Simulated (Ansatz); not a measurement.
Electronic density of states of amorphous Hf17O36Al, density 8.68 g/cm³, on a 2×2×2 Γ-centred mesh with a Gaussian width of 0.1 eV; energies count from the Fermi level, whose place inside the gap is arbitrary. Cell and mesh are small, so fine structure isn't converged. All values below come from PBE, scalar-relativistic without spin-orbit coupling (plane waves to 420 eV, PAW; Ansatz, a program for electronic structure). Sampling: a 2×2×2 Γ-centred mesh; Fermi-Dirac width 0.02 eV; collinear spin, started from a total moment of 1 μB (at the end a net moment of 1.0 μB). The usual formal charges leave 1 holes over, so the level spacing at the Fermi energy parts defect or band states and needn't be the band gap. In the spin-polarised cell the level spacing at the Fermi energy can part levels of unlike spin. At PBE the levels at both edges of the gap are localised (band-tail or defect states), and the nearest spread-out levels lie 4.0 eV apart at the zone centre.

The cell was made by melting and quenching with the CHGNet potential and then relaxed with DFT. O atoms were pushed apart under 1.9 Å during the dynamics, to hinder bonds among them. The hot cell started wider than the set density and was brought back towards it in steps. It is the lowest in DFT energy of 2 quenches. It is a model cell: composition and starting density were chosen by hand, and all elements were melted together. No dispersion term was used. Its density started from a set value of 8.68 and ended at 8.68 g/cm³. The quench (nominally 300 K/ps over its main leg) was far faster than any real one, so the model tends to hold more defects than a real film. A cell of this size samples the disorder only roughly. The volume was held where the preparation left it, at a PBE pressure of 1.6 GPa. Stress components on the final sampling reach 4.0 GPa.

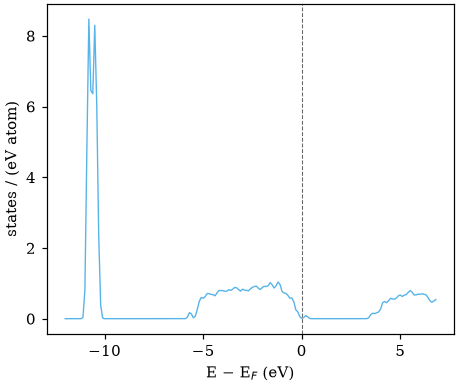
Figure. Density of states per atom

The level spacing at the Fermi energy on this mesh is 0.36 eV; the broadening fills part of it in the curve.
